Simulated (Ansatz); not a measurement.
Pulling on the Se1–F2 bond in FHOSe (SMILES O[Se]F) (multiplicity 1 held, fragments rigid). Energies count from the point at 1.771 Å.
Geometry at that point (charge 0, multiplicity 1):
```tsv
atom	x (Å)	y (Å)	z (Å)
Se	0.0859	0.0079	0.3948
F	-0.0116	1.3366	-0.7719
O	-0.2068	-1.3541	-0.7078
H	-1.1618	-1.4657	-0.8125
```

Restricted levels (R-, RO-) in cc, def2 and unpolarised 6-31G sets keep to the state of the molecule at rest. U- levels take the lowest unrestricted solution at each point, which mixes spins at long bonds. Curves can end on different states.

Correlated levels freeze the cores. Filled d and f shells under p-block atoms count as core.

Run with Ansatz (a first-principles code) with Gaussian orbitals. Values without a source in brackets are computed.

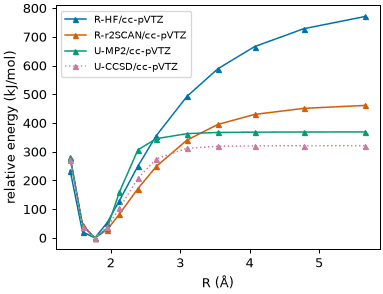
Relative energy along the coordinate

### Question
Read off the U-CCSD/cc-pVTZ curve at R = 3.542.

### Answer
about 320 kJ/mol

Doubts at one or more of the structures used: a restricted determinant that unrestricted orbitals would lower (R-HF/cc-pVTZ, R-r2SCAN/cc-pVTZ); a spin-contaminated determinant (U-MP2/cc-pVTZ, U-CCSD/cc-pVTZ); T1 above 0.05 (U-CCSD/cc-pVTZ).
